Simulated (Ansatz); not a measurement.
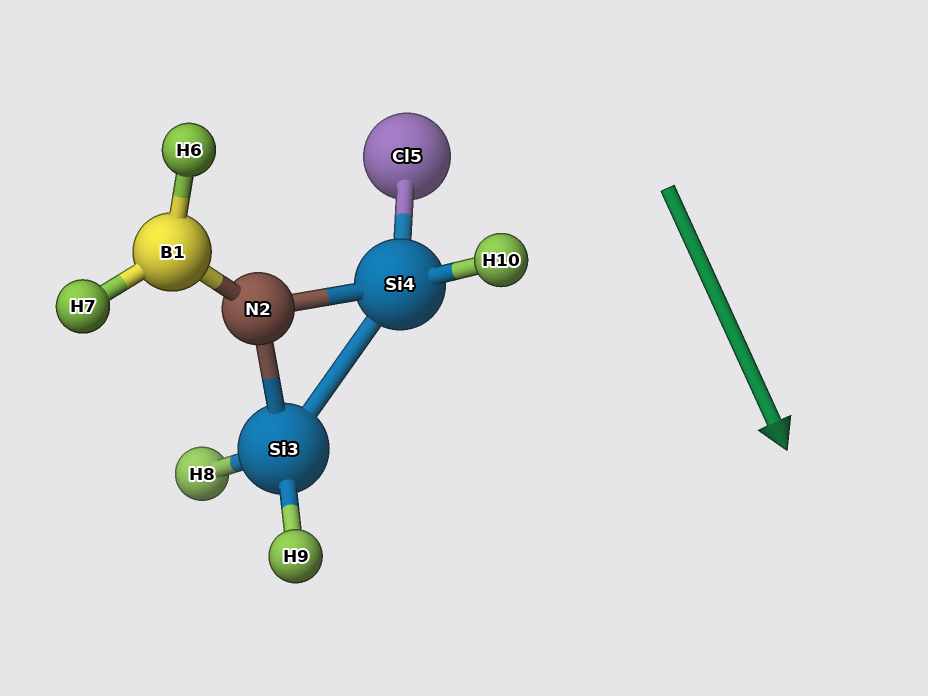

The arrow beside the molecule shows the direction of the dipole moment, from the negative to the positive end (its length means nothing). The computed structure is the end point of a PBE0-D4/def2-TZVP optimisation. Level of theory: RKS ωB97M-V/def2-TZVPP (Ansatz 0.2.0).

How large is the dipole moment?

1.68 D; it points from the side of H6 to the side of H9 (the outermost atoms at the two ends).
